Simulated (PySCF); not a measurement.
```xyz
17

C     2.7824   -1.0131    0.4145
C     1.8735   -0.0669   -0.3180
O     2.2008    0.6714   -1.2026
O     0.6184   -0.1499    0.1690
C    -0.3837    0.7028   -0.3913
O    -0.8855    1.5273    0.5883
C    -1.9072    0.7929    1.2499
C    -2.2868   -0.3056    0.2343
O    -1.4211   -0.0634   -0.8675
H     3.0275   -0.5790    1.3819
H     3.6953   -1.1548   -0.1556
H     2.2787   -1.9606    0.5808
H     0.0692    1.2903   -1.1987
H    -1.5230    0.3661    2.1816
H    -2.7215    1.4857    1.4653
H    -2.1124   -1.3080    0.6377
H    -3.3116   -0.2232   -0.1302
```

Geometry: GFN2-xTB, NEB image 0 of 0 to 8.

Method: PySCF, PBE0/pcSseg-1, SCF density, gas phase, non-relativistic.

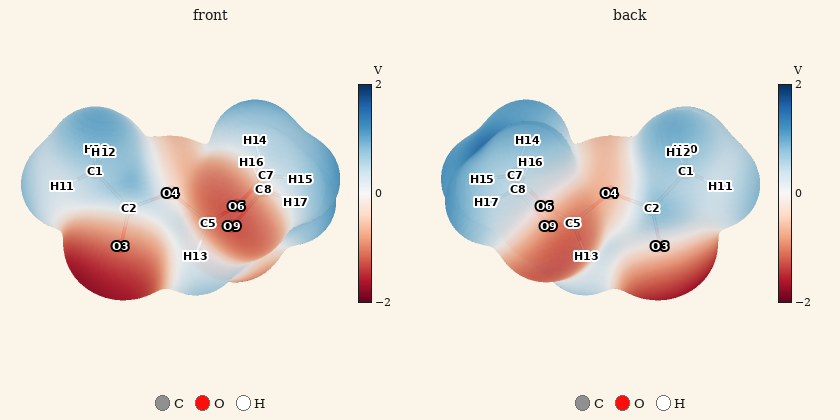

C5H8O4 (SMILES CC(=O)OC1OCCO1). The electrostatic potential painted on the density surface at 0.002 e/bohr³, seen from the front and from behind; the colour scale runs from red (negative) to blue (positive).

> Where is the surface potential most negative and most positive?

The most negative region (about −1.7 V, or −39 kcal/mol for a unit charge) lies over O3, the most positive (about +1.4 V, or +32 kcal/mol for a unit charge) over C7 and C8. O3 is the likeliest acceptor of a hydrogen bond.

> How polar is the molecule by this calculation?

Its dipole moment is 3.82 D.
